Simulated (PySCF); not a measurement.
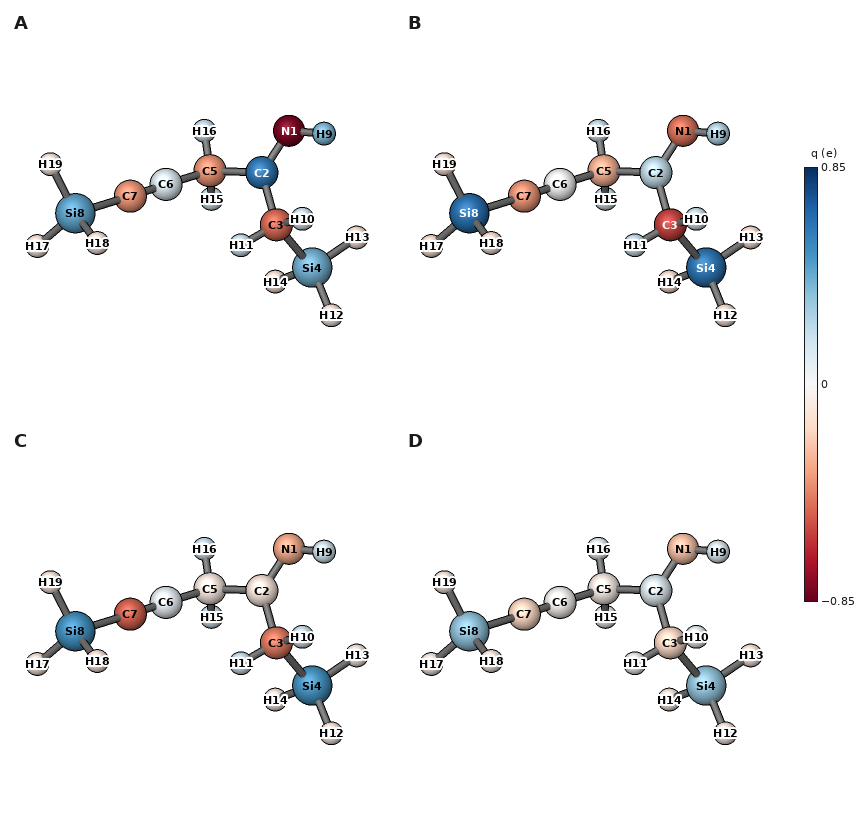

Atomic charges of one calculation by 4 schemes, on one colour scale. Computed geometry: GFN2-xTB optimisation. No frequency run is at hand to confirm it as a minimum. Method: PBE0/pcSseg-1 (PySCF 2.14.0).

> The schemes are ESP-fitted, Hirshfeld, IAO, Mulliken. Which panel shows which?

A ESP-fitted, B IAO, C Mulliken, D Hirshfeld.

List the charges (e), one line for each set of equivalent atoms.

```csv
atom,ESP-fitted,IAO,Mulliken,Hirshfeld
N1,−0.80,−0.46,−0.31,−0.24
C2,0.61,0.20,−0.09,0.10
C3,−0.48,−0.57,−0.44,−0.16
Si4,0.40,0.61,0.50,0.33
C5,−0.37,−0.30,−0.07,−0.06
C6,0.10,0.00,0.06,−0.02
C7,−0.38,−0.37,−0.50,−0.18
Si8,0.45,0.64,0.51,0.33
H9,0.37,0.24,0.15,0.11
H10,0.13,0.16,0.16,0.05
H11,0.15,0.17,0.18,0.04
H12,−0.09,−0.11,−0.08,−0.07
H13,−0.09,−0.11,−0.07,−0.07
H14,−0.10,−0.12,−0.08,−0.07
H15,0.16,0.17,0.17,0.06
H16,0.18,0.19,0.17,0.06
H17,−0.08,−0.11,−0.09,−0.07
H18,−0.09,−0.11,−0.09,−0.07
H19,−0.08,−0.11,−0.08,−0.07
```

The geometry is semi-empirical. Around Si such bond lengths and angles can be off by a tenth of an ångström or more and by several degrees, and values that hang on the shape move with them.
